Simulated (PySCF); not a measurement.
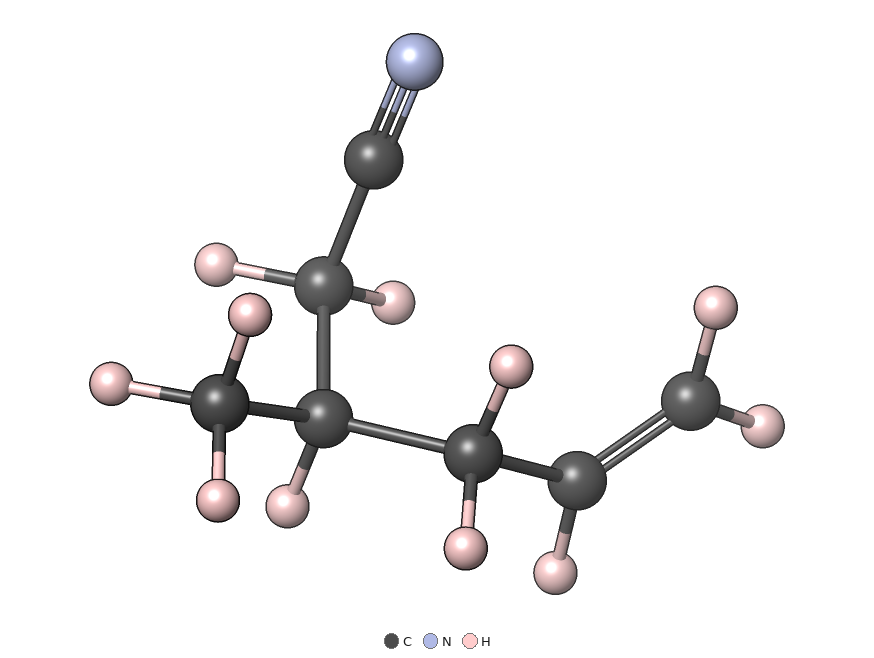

The picture shows a molecular structure as a ball-and-stick model. Multiple sticks mark multiple bonds (one Kekulé form).

The geometry was computed by an optimisation with PBE0-D3(BJ)/def2-SVP. No frequency run is at hand to confirm it as a minimum.

Identify the structure.

The molecule is C7H11N. SMILES: `C=CC[C@@H](C)CC#N`. It has no ring. Among its groups: nitrile, alkene. The point group is C1. Coordination: 2 C trigonal planar; 4 C tetrahedral; 1 C linear.

The parts below concern this one geometry. Atoms keep their numbers from picture to picture.

## Shape

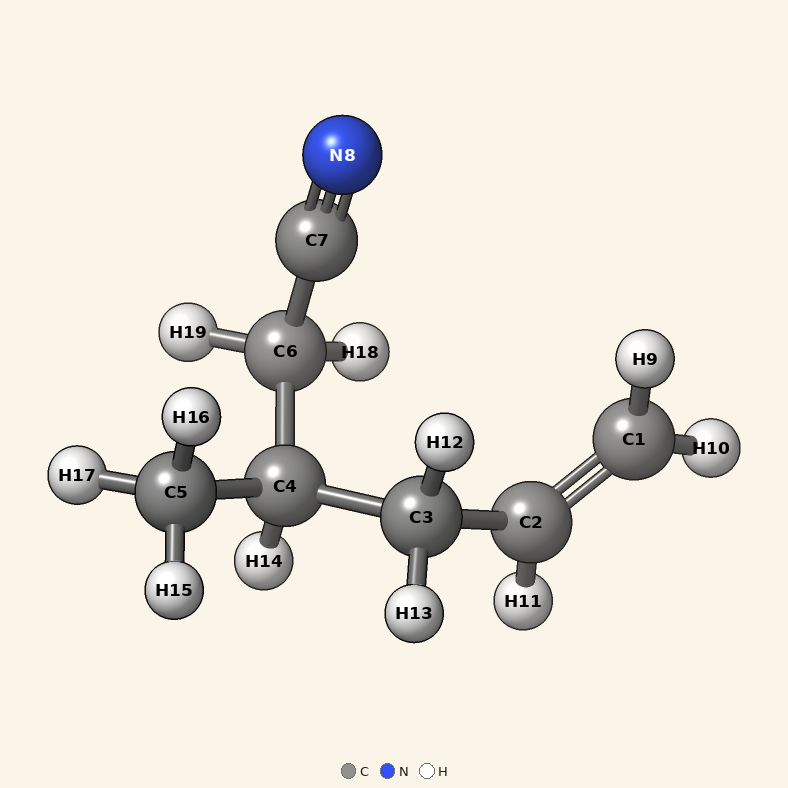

The atoms are numbered. No frequency run is at hand to confirm it as a minimum.

Give these bond angles: C1–C2–C3, C2–C1–H9, C2–C1–H10, C2–C3–H12, C3–C2–H11, C3–C4–H14, C4–C3–H12, C4–C3–H13, C4–C6–C7, C4–C6–H19, C6–C4–H14, C7–C6–H18.

```tsv
angle	degrees
C1–C2–C3	125.1
C2–C1–H9	121.2
C2–C1–H10	121.6
C2–C3–H12	109.9
C3–C2–H11	116.0
C3–C4–H14	108.1
C4–C3–H12	109.1
C4–C3–H13	107.9
C4–C6–C7	112.7
C4–C6–H19	110.4
C6–C4–H14	105.6
C7–C6–H18	107.6
```

## Electronic properties

No frequency run is at hand to confirm it as a minimum. Method: B3LYP/def2-SVPD, gas phase (PySCF 2.14.0). Excitations: vertical, linear response.

Computed properties:

- dipole moment: 4.07 D
- HOMO energy (Kohn–Sham orbital): −7.48 eV
- LUMO energy (Kohn–Sham orbital): −0.30 eV
- HOMO–LUMO gap: 7.18 eV
- mean static polarisability: 87.8 bohr³
- lowest vertical singlet excitation: 6.74 eV
- its oscillator strength: 0.023
- brightest of the 6 lowest singlets: 7.11 eV
- its oscillator strength: 0.18

## NMR shielding

The questions are on isotropic NMR shieldings of the H atoms. No frequency run is at hand to confirm it as a minimum. Level of theory: GIAO PBE0/pcSseg-1 NMR shielding, non-relativistic, IEF-PCM chloroform (PySCF 2.14.0).

> Which H atom is the most shielded (lowest chemical shift)?

H15, H17 (30.12 ppm).

> Which H atom is the least shielded (highest chemical shift)?

H11 (25.25 ppm).

> How wide is the range of H shifts?

4.87 ppm.

List the isotropic NMR shieldings of the H atoms.

| atom | σ (ppm) |
| --- | --- |
| H9 | 25.57 |
| H10 | 25.73 |
| H11 | 25.25 |
| H12 | 29.20 |
| H13 | 29.04 |
| H14 | 29.64 |
| H15 | 30.12 |
| H16 | 30.02 |
| H17 | 30.12 |
| H18 | 28.64 |
| H19 | 29.09 |

## Charges

The questions are on Mulliken charges. No frequency run is at hand to confirm it as a minimum. Method: PBE0/pcSseg-1 in benzene (IEF-PCM) (PySCF 2.14.0).

List the Mulliken charges.

```tsv
atom	value (e)
C1	−0.16
C2	−0.26
C3	−0.14
C4	−0.38
C5	−0.22
C6	−0.15
C7	0.07
N8	−0.30
H9	0.13
H10	0.13
H11	0.11
H12	0.14
H13	0.14
H14	0.14
H15	0.13
H16	0.13
H17	0.12
H18	0.19
H19	0.18
```

Mulliken values depend strongly on the basis set and can even reverse the polarity of a bond.
